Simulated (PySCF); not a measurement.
# [Pr(H2O)5]3+: shape and bonding

Aim: find the relaxed shape of [Pr(H2O)5]3+ and read charges and levels. The structure is generated, not taken from experiment.

The runs use PySCF 2.14.0; r2SCAN, Pr lcecp-1-SVP with ECP48, O def2-SVP, H def2-SVP; scalar-relativistic core potentials, no spin–orbit coupling.

5 further runs of the same task are left out: 2 for a known fault of the program, 1 that didn't finish, 2 set aside as unsound or not needed.

## (1) The system as given

16 atoms, charge 3, spin multiplicity 1.

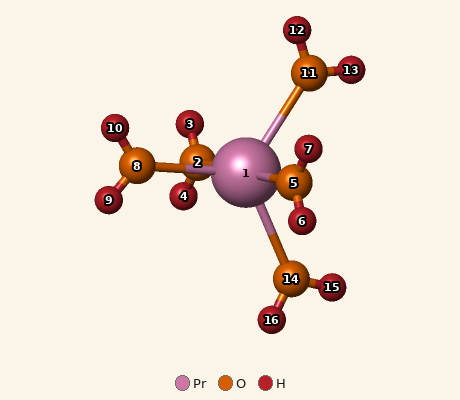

The starting geometry (praseodymium pink, oxygen orange, hydrogen red); atoms are numbered from 1 in the order of the file.

As a file:

```
Pr    0.00000    0.00000    0.00000
O     0.00000    0.00000    2.53500
H     0.00000    0.77000    3.12500
H     0.00000   -0.77000    3.12500
O     0.00000    0.00000   -2.53500
H     0.00000   -0.77000   -3.12500
H     0.00000    0.77000   -3.12500
O     2.53500    0.00000    0.00000
H     3.12500   -0.77000    0.00000
H     3.12500    0.77000    0.00000
O    -1.26750    2.19540    0.00000
H    -0.89570    3.09130    0.00000
H    -2.22930    2.32130    0.00000
O    -1.26750   -2.19540    0.00000
H    -2.22930   -2.32130    0.00000
H    -0.89570   -3.09130    0.00000
```

Formal oxidation states: Pr +3. Each metal's 2 4f electrons lie in its core potential, so multiplicities, spins and levels count the valence alone.

## (2) SCF at the start, singlet

run.py (the lines that set the calculation)

```python
mol = gto.M(atom='''
Pr     0.00000     0.00000     0.00000
O      0.00000     0.00000     2.53500
H      0.00000     0.77000     3.12500
H      0.00000    -0.77000     3.12500
O      0.00000     0.00000    -2.53500
H      0.00000    -0.77000    -3.12500
H      0.00000     0.77000    -3.12500
O      2.53500     0.00000     0.00000
H      3.12500    -0.77000     0.00000
H      3.12500     0.77000     0.00000
O     -1.26750     2.19540     0.00000
H     -0.89570     3.09130     0.00000
H     -2.22930     2.32130     0.00000
O     -1.26750    -2.19540     0.00000
H     -2.22930    -2.32130     0.00000
H     -0.89570    -3.09130     0.00000''',
    basis={'Pr': 'lcecp-1-SVP', 'O': 'def2-SVP', 'H': 'def2-SVP'},
    ecp={'Pr': 'lcecp-1-SVP'},
    charge=3, spin=0)
mf = dft.RKS(mol, xc='R2SCAN')
mf.grids.atom_grid = (50, 194)  # f atoms: unpruned, at least (60, 302)
mf = mf.density_fit()  # fitting sets: Pr AutoAux, O def2-universal-JKFIT, H def2-universal-JKFIT
mf.conv_tol = 1e-08; mf.max_cycle = 55
mf.kernel(dm0)  # dm0: free metal ions and neutral atoms
```

Run with:

```console
$ OMP_NUM_THREADS=4 python run.py
```

What it wrote:

```text
init E= -404.913556596389
  HOMO = -1.13022015409139  LUMO = -0.682516932635934  gap/eV = 12.18263
cycle= 1 E= -411.761548997004  delta_E= -6.85  |g|= 3.22  |ddm|= 3.55
  HOMO = -0.451064089161139  LUMO = -0.428088297856379  gap/eV = 0.62520
cycle= 2 E= -400.451375678373  delta_E= 11.3  |g|= 6.52  |ddm|=  7.1
  HOMO = -0.736044318272131  LUMO = -0.414145503764434  gap/eV = 8.75931
cycle= 3 E= -413.438808029074  delta_E=  -13  |g|= 0.839  |ddm|= 6.49
  HOMO = -0.782879821401121  LUMO = -0.566360301612889  gap/eV = 5.89180
cycle= 4 E= -413.650800432391  delta_E= -0.212  |g|= 0.269  |ddm|= 1.43
  HOMO = -0.771575217339892  LUMO = -0.559817241274311  gap/eV = 5.76223
cycle= 5 E= -413.655459616651  delta_E= -0.00466  |g|= 0.218  |ddm|= 0.269
  HOMO = -0.771017597959061  LUMO = -0.554629909962717  gap/eV = 5.88821
cycle= 6 E= -413.664343007116  delta_E= -0.00888  |g|= 0.0195  |ddm|= 0.148
  HOMO = -0.772205840138186  LUMO = -0.555126108639465  gap/eV = 5.90704
cycle= 7 E= -413.664415650154  delta_E= -7.26e-05  |g|= 0.00244  |ddm|= 0.013
  HOMO = -0.772205185143806  LUMO = -0.555577123642303  gap/eV = 5.89475
cycle= 8 E= -413.664416451854  delta_E= -8.02e-07  |g|= 0.00205  |ddm|= 0.00389
  HOMO = -0.77225472543191  LUMO = -0.555584501353427  gap/eV = 5.89590
cycle= 9 E= -413.664417230992  delta_E= -7.79e-07  |g|= 0.000211  |ddm|= 0.00135
  HOMO = -0.772226772571083  LUMO = -0.555564042455781  gap/eV = 5.89569
cycle= 10 E= -413.664417239508  delta_E= -8.52e-09  |g|= 4.28e-05  |ddm|= 0.000184
  HOMO = -0.772224669709043  LUMO = -0.555565269227219  gap/eV = 5.89560
Extra cycle  E= -413.664417239514  delta_E= -5.34e-12  |g|= 4.52e-05  |ddm|= 8.51e-05
converged SCF energy = -413.664417239514
```

Run time: 4.6 s. Hardware: 4 threads of AMD EPYC 9R45 (Zen 5), shared host; peak memory 1.1 GiB.

Read off: E = -413.664417 Eh, HOMO -21.01 eV, LUMO -15.12 eV, Mulliken charge on Pr1 +1.70 e. 

## (3) Relaxation, singlet

Steps are kept in the start's point group, C2v.

run.py (the lines that set the calculation): that of step 2 with these lines changed.

```diff
@@ -24,2 +24,3 @@
 mf.conv_tol = 1e-08; mf.max_cycle = 55
-mf.kernel(dm0)  # dm0: free metal ions and neutral atoms
+mf.kernel(dm0)  # dm0: an SCF of this state at this start
+# quasi-Newton relaxation in Cartesian coordinates to a largest gradient under 0.00045 Eh/bohr, steps kept in the point group
```

Run with:

```console
$ OMP_NUM_THREADS=4 python run.py
```

The driver keeps no SCF log for this step, only its results.

Run time: 78 s. Hardware: 4 threads of AMD EPYC 9R45 (Zen 5), shared host.

The steps of the relaxation:

```csv
step,energy from step 1 (eV),largest force component (eV/Å)
1,0.0000,1.3655
2,-0.1113,0.4174
3,-0.1753,0.2048
4,-0.1985,0.2295
5,-0.2067,0.0930
6,-0.2077,0.0256
7,-0.2081,0.0244
8,-0.2097,0.0366
9,-0.2121,0.0463
10,-0.2154,0.0436
11,-0.2192,0.0465
12,-0.2237,0.0693
13,-0.2284,0.0690
14,-0.2304,0.0474
15,-0.2316,0.0578
16,-0.2315,0.0082
```

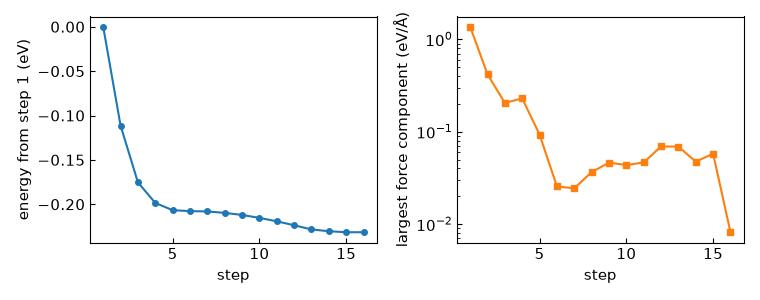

Energy and largest force along the relaxation.

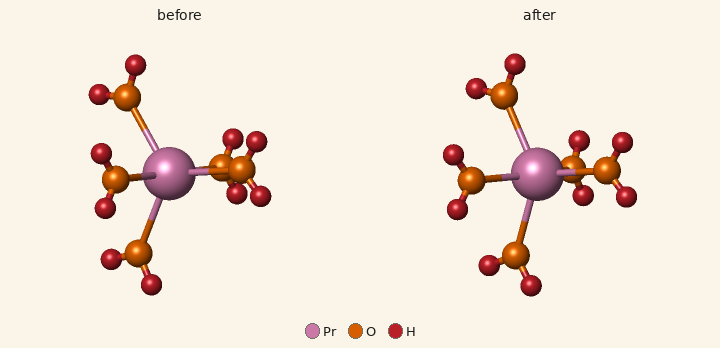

The geometry before (left) and after (right).

Distances of close pairs at the start and the end, largest changes first:

```csv
bond,before (Å),after (Å),change (Å)
Pr1–O8,2.535,2.429,-0.106
Pr1–O11,2.535,2.444,-0.091
Pr1–O14,2.535,2.444,-0.091
Pr1–O2,2.535,2.452,-0.083
Pr1–O5,2.535,2.452,-0.083
O8–H9,0.970,0.982,+0.012
O8–H10,0.970,0.982,+0.012
O11–H12,0.970,0.982,+0.012
```

It ends in C2v at E = -413.672925 Eh.

## (4) Displaced along the imaginary mode

A run of the vibrations, not shown, found an unstable mode. Steps are kept in the start's point group, C2.

run.py (the lines that set the calculation)

```python
mol = gto.M(atom='''
Pr     0.04549     0.00000     0.00000
O     -0.49567     0.00441     2.39175
H     -0.65636     0.77185     2.98176
H     -0.58599    -0.76612     2.99280
O     -0.49567    -0.00441    -2.39175
H     -0.65636    -0.77185    -2.98176
H     -0.58599     0.76612    -2.99280
O      2.47429     0.00000     0.00000
H      3.08676    -0.76812    -0.25000
H      3.08676     0.76812     0.25000
O     -0.91178     2.24823     0.00069
H     -0.45830     3.11961    -0.00569
H     -1.86364     2.49061    -0.00228
O     -0.91178    -2.24823    -0.00069
H     -1.86364    -2.49061     0.00228
H     -0.45830    -3.11961     0.00569''',
    basis={'Pr': 'lcecp-1-SVP', 'O': 'def2-SVP', 'H': 'def2-SVP'},
    ecp={'Pr': 'lcecp-1-SVP'},
    charge=3, spin=0)
mf = dft.RKS(mol, xc='R2SCAN')
mf.grids.atom_grid = (50, 194)  # f atoms: unpruned, at least (60, 302)
mf = mf.density_fit()  # fitting sets: Pr AutoAux, O def2-universal-JKFIT, H def2-universal-JKFIT
mf.conv_tol = 1e-08; mf.max_cycle = 55
mf.kernel(dm0)  # dm0: an SCF of this state at this start
# quasi-Newton relaxation in Cartesian coordinates to a largest gradient under 0.00045 Eh/bohr, steps kept in the point group
```

Run with:

```console
$ OMP_NUM_THREADS=4 python run.py
```

No log is kept here; the results follow.

Wall time 2.6 min (4 threads of AMD EPYC 9R45 (Zen 5), shared host).

Along the way:

```csv
step,energy from step 1 (eV),largest force component (eV/Å)
1,0.0000,1.2067
2,-0.0518,0.1587
3,-0.0542,0.0462
4,-0.0548,0.4187
5,-0.0574,0.1290
6,-0.0595,0.1061
7,-0.0646,0.2272
8,-0.0678,0.3969
9,-0.0746,0.1717
10,-0.0804,0.3294
11,-0.0870,0.0712
12,-0.0895,0.1072
13,-0.0914,0.1631
14,-0.0934,0.1677
15,-0.0967,0.0700
16,-0.0970,0.2355
17,-0.0991,0.1676
18,-0.0996,0.1547
19,-0.0997,0.1572
20,-0.1002,0.0846
21,-0.1009,0.0538
22,-0.1008,0.0845
23,-0.1014,0.0282
24,-0.1016,0.0169
25,-0.1025,0.0430
26,-0.1028,0.0324
27,-0.1029,0.0190
```

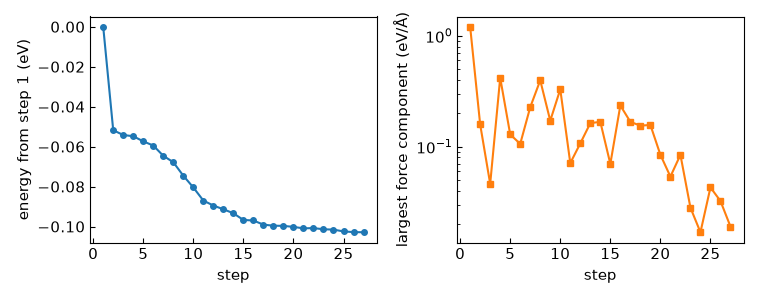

Energy and force, step by step.

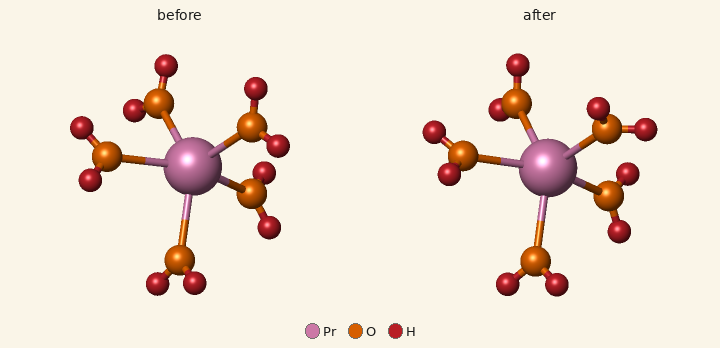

Before and after, at one scale.

Distances of close pairs at the start and the end, largest changes first:

```csv
bond,before (Å),after (Å),change (Å)
O8–H9,1.014,0.983,-0.031
O8–H10,1.014,0.983,-0.031
Pr1–O8,2.429,2.420,-0.008
Pr1–O11,2.444,2.443,-0.001
Pr1–O14,2.444,2.443,-0.001
O11–H13,0.982,0.982,-0.001
O14–H15,0.982,0.982,-0.001
O11–H12,0.982,0.982,-0.000
```

It ends in C2 at E = -413.675066 Eh.

```xyz
16
H10O5Pr
Pr    0.00114    0.00000    0.00000
O    -0.49252    0.04396    2.40140
H    -0.86320    0.77603    2.93945
H    -0.38353   -0.68111    3.05323
O    -0.49252   -0.04396   -2.40140
H    -0.86320   -0.77603   -2.93945
H    -0.38353    0.68111   -3.05323
O     2.42161    0.00000    0.00000
H     3.03149   -0.13336   -0.75907
H     3.03149    0.13336    0.75907
O    -0.89525    2.27206   -0.03328
H    -0.43175    3.11437    0.16618
H    -1.80170    2.56423   -0.27084
O    -0.89525   -2.27206    0.03328
H    -1.80170   -2.56423    0.27084
H    -0.43175   -3.11437   -0.16618
```

## (5) Properties on a finer grid

run.py (the lines that set the calculation)

```python
mol = gto.M(atom='''
Pr     0.00114     0.00000     0.00000
O     -0.49252     0.04396     2.40140
H     -0.86320     0.77603     2.93945
H     -0.38353    -0.68111     3.05323
O     -0.49252    -0.04396    -2.40140
H     -0.86320    -0.77603    -2.93945
H     -0.38353     0.68111    -3.05323
O      2.42161     0.00000     0.00000
H      3.03149    -0.13336    -0.75907
H      3.03149     0.13336     0.75907
O     -0.89525     2.27206    -0.03328
H     -0.43175     3.11437     0.16618
H     -1.80170     2.56423    -0.27084
O     -0.89525    -2.27206     0.03328
H     -1.80170    -2.56423     0.27084
H     -0.43175    -3.11437    -0.16618''',
    basis={'Pr': 'lcecp-1-SVP', 'O': 'def2-SVP', 'H': 'def2-SVP'},
    ecp={'Pr': 'lcecp-1-SVP'},
    charge=3, spin=0)
mf = dft.RKS(mol, xc='R2SCAN')
mf.grids.atom_grid = (75, 302)  # f atoms: unpruned, at least (60, 302)
mf = mf.density_fit()  # fitting sets: Pr AutoAux, O def2-universal-JKFIT, H def2-universal-JKFIT
mf.conv_tol = 1e-09; mf.max_cycle = 55
mf.kernel(dm0)  # dm0: the density of the relaxed state
```

Run with:

```console
$ OMP_NUM_THREADS=4 python run.py
```

What it wrote:

```text
init E= -413.675487201251
  HOMO = -0.788091316708371  LUMO = -0.538495404245613  gap/eV = 6.79185
cycle= 1 E= -413.675487329975  delta_E= -1.29e-07  |g|= 0.000401  |ddm|= 0.00107
  HOMO = -0.788004689312462  LUMO = -0.538499922010151  gap/eV = 6.78937
cycle= 2 E= -413.675487273507  delta_E= 5.65e-08  |g|= 0.000681  |ddm|= 0.000713
  HOMO = -0.788058101273789  LUMO = -0.538498067077037  gap/eV = 6.79087
cycle= 3 E= -413.67548736063  delta_E= -8.71e-08  |g|= 8.16e-06  |ddm|= 0.00043
  HOMO = -0.788058256507716  LUMO = -0.538497353210654  gap/eV = 6.79090
cycle= 4 E= -413.675487360641  delta_E= -1.09e-11  |g|= 3.01e-06  |ddm|= 1.53e-05
  HOMO = -0.788058135480611  LUMO = -0.538497601775338  gap/eV = 6.79089
Extra cycle  E= -413.675487360641  delta_E= -4.55e-13  |g|= 3.07e-06  |ddm|= 6.71e-06
converged SCF energy = -413.675487360641
```

It took 35 s on 4 threads of AMD EPYC 9R45 (Zen 5), shared host.

Result: E = -413.675487 Eh, HOMO -21.44 eV, LUMO -14.65 eV, Mulliken charge on Pr1 +1.63 e, largest force component 0.063 eV/Å. 

Löwdin charges:

Pr1 1.22; O2 -0.01; H3 0.18; H4 0.18; O5 -0.01; H6 0.18; H7 0.18; O8 -0.01; H9 0.19; H10 0.19; O11 -0.01; H12 0.19; H13 0.18; O14 -0.01; H15 0.18; H16 0.19

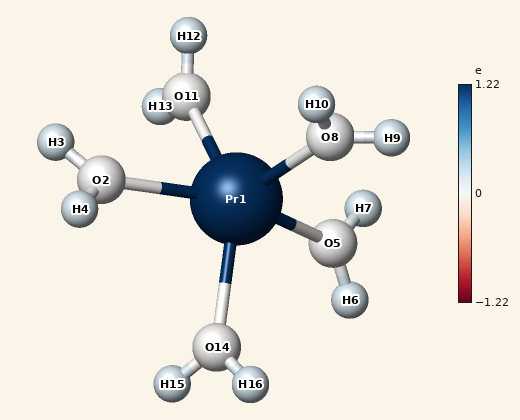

Löwdin charges, as colours on the atoms.

Mulliken charges: Pr1 +1.63, O2 -0.34, H3 +0.30, H4 +0.30, O5 -0.34, H6 +0.30, H7 +0.30, O8 -0.34, H9 +0.31, H10 +0.31, O11 -0.34, H12 +0.31, H13 +0.31, O14 -0.34, H15 +0.31, H16 +0.31 e.

Contacts (the nearest donor of each ligand) and Mayer bond orders:

```csv
contact,distance (Å),bond order
Pr1–O2 (H2O),2.452,0.47
Pr1–O5 (H2O),2.452,0.47
Pr1–O8 (H2O),2.420,0.48
Pr1–O11 (H2O),2.443,0.47
Pr1–O14 (H2O),2.443,0.47
```

Mulliken populations of Pr1 outside the core potential: s 2.15, p 6.24, d 0.91, f 0.06.

The fields below are evaluated on a grid from the run's orbitals.

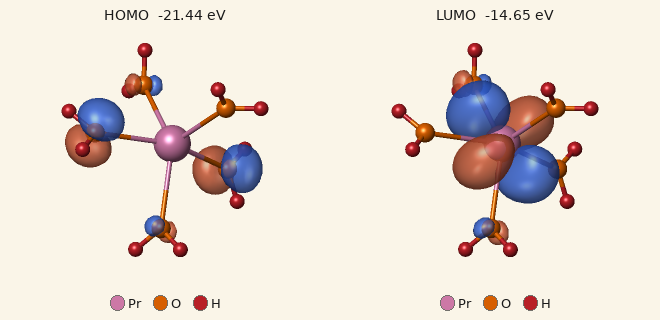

r2SCAN orbitals near the gap, drawn at the value that encloses 70 % of each; the two colours are the two signs.

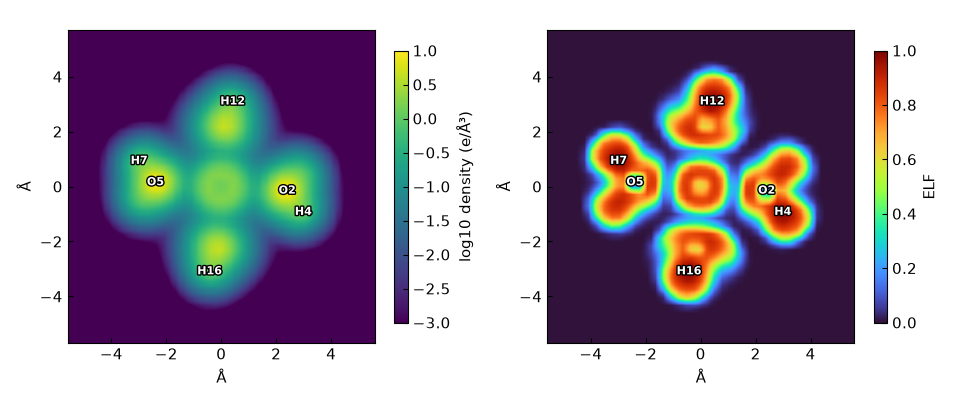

Density (left) and ELF (right) in a plane through or near 6 of the atoms.

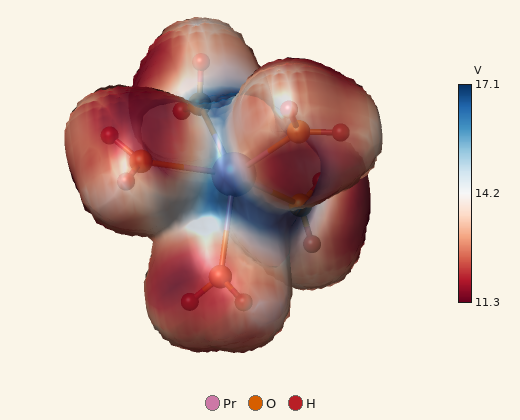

The potential that a unit positive charge feels on the 0.002 e/bohr³ surface, from 11.26 V near O2 to 17.11 V near Pr1.

## (6) What came out

| quantity | value |
| --- | --- |
| state and point group | singlet in the valence, C2 |
| metal–ligand contacts | 2.42 to 2.45 Å |
| frontier levels | HOMO -21.44 eV, LUMO -14.65 eV |
| dipole about the centre of mass | 0.20 D |
| mean polarisability | 7.3 Å³ |

The metal carries +1.22 e by Löwdin's partition against a formal +3, and bond orders to the nearest donors reach 0.48. Both measures hang on the basis. Leaving the first, C2v structure gained 0.06 eV and gave C2. No vibrations are shown for the final structure, so this session doesn't show it to be a minimum. One start shape was tried, so another isomer may lie lower. The bases are small and lack diffuse functions. Spin–orbit coupling is left out.
